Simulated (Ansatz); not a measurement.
Run report: CH5OSi, nudged elastic band

The run: nudged elastic band of CH5OSi, multiplicity 2, SMILES CO[SiH2]. Method and program: UKS B3LYP/def2-SVPD (Ansatz 0.2.0).

One setting was made poor on purpose. It belongs to a series of runs on one base structure; here: an input spoilt on purpose.

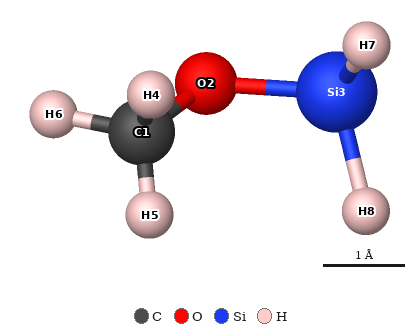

Figure 1. The structure as given in the input (ball-and-stick view, seen at a tilt; atoms are numbered from 1 in the order of the input).

### Outcome

- outcome: refused by the program
- hardware: 2 threads of Arm Neoverse V1, 24 GiB of memory available, shared host

### Diagnosis

The program refused the input: “invalid value for `neb.spring`: must be finite and > 0; got -5 eV/Å²” A deliberately poor setting: bad input.

### Input
```yaml
crystal:
  periodic: [false, false, false]
  atoms:
    - { symbol: C, position_ang: [-0.299, 0.8959, 0.3206] }
    - { symbol: O, position_ang: [-0.9386, -0.3334, 0.0782] }
    - { symbol: Si, position_ang: [0.0143, -1.5735, -0.4422] }
    - { symbol: H, position_ang: [0.1688, 1.3568, -0.6123] }
    - { symbol: H, position_ang: [0.4075, 0.8859, 1.0861] }
    - { symbol: H, position_ang: [-1.1368, 1.6422, 0.632] }
    - { symbol: H, position_ang: [0.7249, -1.171, -1.6952] }
    - { symbol: H, position_ang: [1.1511, -1.76, 0.577] }
magnetization:
  spin_polarized: true
  initial_magnetization: 1
basis:
  gaussian: { orbitals: def2-SVPD }
hamiltonian:
  xc: b3lyp
neb:
  order_check: false
  images: 5
  f_tol: 0.05
  max_iterations: 8
  initial_path: idpp
  final_atoms:
    - { symbol: C, position_ang: [-0.299, 0.8959, 0.3206] }
    - { symbol: O, position_ang: [-0.9386, -0.3334, 0.0782] }
    - { symbol: Si, position_ang: [0.0143, -1.5735, -0.4422] }
    - { symbol: H, position_ang: [0.1688, 1.3568, -0.6123] }
    - { symbol: H, position_ang: [0.4075, 0.8859, 1.0861] }
    - { symbol: H, position_ang: [-1.1368, 1.6422, 0.632] }
    - { symbol: H, position_ang: [-0.478, -2.0656, -1.766] }
    - { symbol: H, position_ang: [-0.20842, -2.77108, 0.49698] }
  spring: -5.0
```

Command:
```bash
ansatz run input.yaml --threads 2 --pin off --max-ram 3072MiB --backend cpu --events-out ev --progress --plain --runs-dir out
```

### Output
```
Error: invalid value for `neb.spring`: must be finite and > 0; got -5 eV/Å²
```
